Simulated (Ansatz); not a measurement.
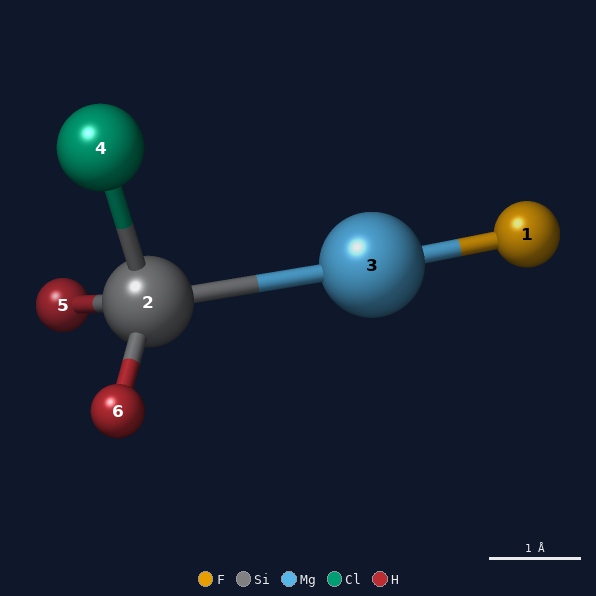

Numbered structure. The geometry was computed by an optimisation with PBE-D4/def2-SVP. No frequency run is at hand to confirm it as a minimum.

Question: Describe the coordination of atom 3.

Answer: Mg3 has 2 neighbours (F1 at 1.78, Si2 at 2.56 Å); the arrangement is linear.

Question: What is the geometry at Si2?

Answer: Si2 has 4 neighbours (Mg3 at 2.56, Cl4 at 2.12, H5 at 1.51, H6 at 1.51 Å); the arrangement is tetrahedral.
